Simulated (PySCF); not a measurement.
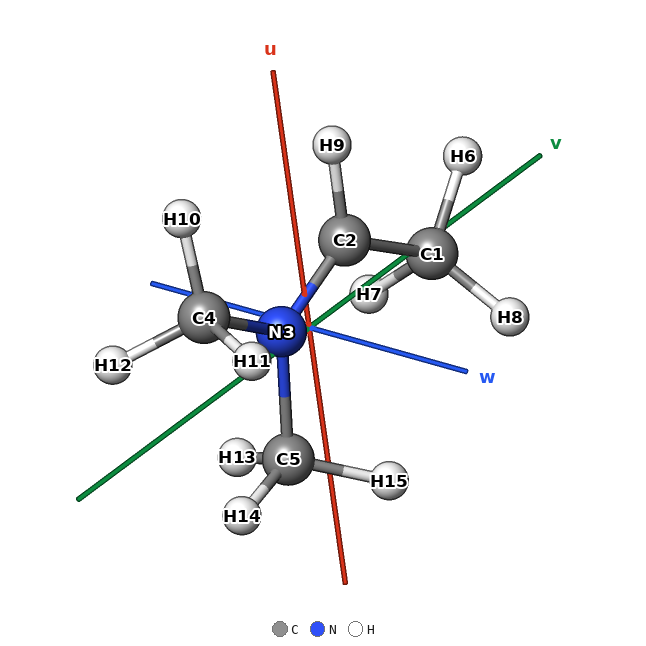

The lines u, v and w are the principal axes of the static dipole polarisability. Charge +1, singlet. Geometry: a frame of a GFN2-xTB molecular-dynamics simulation, not a minimum. Level of theory: PBE0/def2-SVPD (PySCF 2.14.0).

Question. Along which axis is the molecule most polarisable, and along which least?

Answer. Most along v (close to the long direction C1···C4), least along w.

Question. Give the three principal values.

Answer. u 53.1, v 68.0, w 40.8 bohr³; mean 54.0, anisotropy 23.6 bohr³.
